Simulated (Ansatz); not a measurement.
System: rock-salt RbBr. Method: PBE (plane waves, PAW; Ansatz, a quantum-chemistry and plane-wave program).

Settings: plane-wave cutoff 520 eV, 8×8×8 k mesh, Fermi–Dirac smearing 0.01 eV, scalar-relativistic PAW data made under PBE.

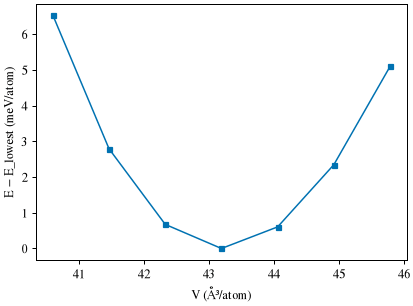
Total energy against volume

### Question
From the curve, estimate the equilibrium volume and the bulk modulus.

### Answer
V0 ≈ 43.2 Å³/atom and B0 ≈ 12 GPa; the fit gives V0 = 43.202 Å³/atom, B0 = 11.8 GPa, B′ = 4.9.

Measured, for comparison: bulk modulus 16 GPa (4 K, zero-point motion not removed; as tabulated in Doll and Stoll (1998), arXiv:cond-mat/9801031); equilibrium volume per atom 39.69 Å³/atom (low temperature, zero-point motion not removed; as tabulated in Doll and Stoll (1998), arXiv:cond-mat/9801031). Computed (rounded) less measured: bulk modulus -26 %, equilibrium volume per atom +8.8 %.

Computed values are for the static lattice.

It cost around 22 core-seconds (rough) of CPU time.
